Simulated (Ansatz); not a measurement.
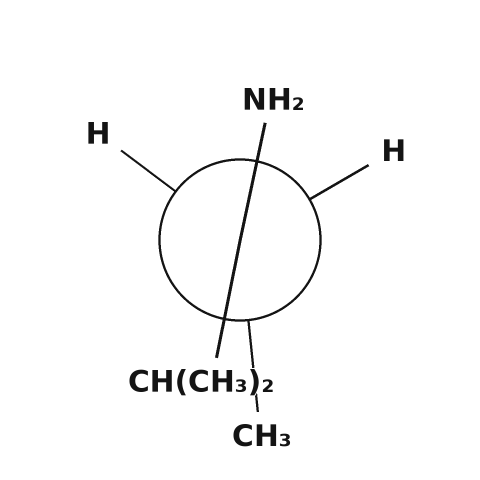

A Newman projection along the In–C bond, indium in front; angles are drawn as computed, but eclipsed bonds slightly apart. Computed geometry: PBE0-D4/def2-TZVP optimisation. No frequency run is at hand to confirm it as a minimum.

Question: Which molecule is it?

Answer: C5H14InN, C[CH2][In]([NH2])[CH](C)C

Question: What is the torsion angle from the front NH2 to the back CH3? The sign is positive where the front bond must turn clockwise to cover the back bond.

Answer: 171°, antiperiplanar (anti).
